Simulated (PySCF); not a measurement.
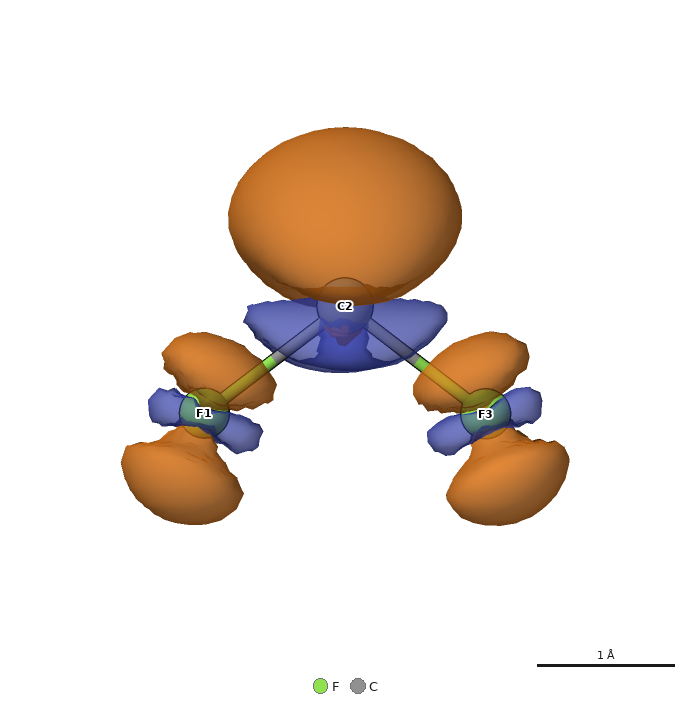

Figure. CF₂, SMILES `F[C]F`. Fukui function f⁻ = ρ(N) − ρ(N−1) at fixed geometry, surfaces at ±0.06 e/Å³ (orange positive, blue negative).

Computed with PySCF, PBE0/def2-SVPD, geometry: GFN2-xTB. No frequency check shows the geometry to be a minimum.

Geometry (Å), atoms numbered from 1:

```
F1       1.0365    0.1969    0.0000
C2       0.0000   -0.5906    0.0000
F3      -1.0365    0.1969    0.0000
```

On which atoms does the density change most on removal of an electron?

Answer. f⁻ (Hirshfeld-condensed) is largest on C2 (0.57); the vertical ionisation energy is 11.99 eV. Condensed values hint at sites of electrophilic attack but needn't mark the atom that reacts. Orbital relaxation makes it negative in places (0.11 e in all).

```
atom     f⁻  charge
  F1  +0.21   −0.05
  C2  +0.57   +0.10
  F3  +0.21   −0.05
```
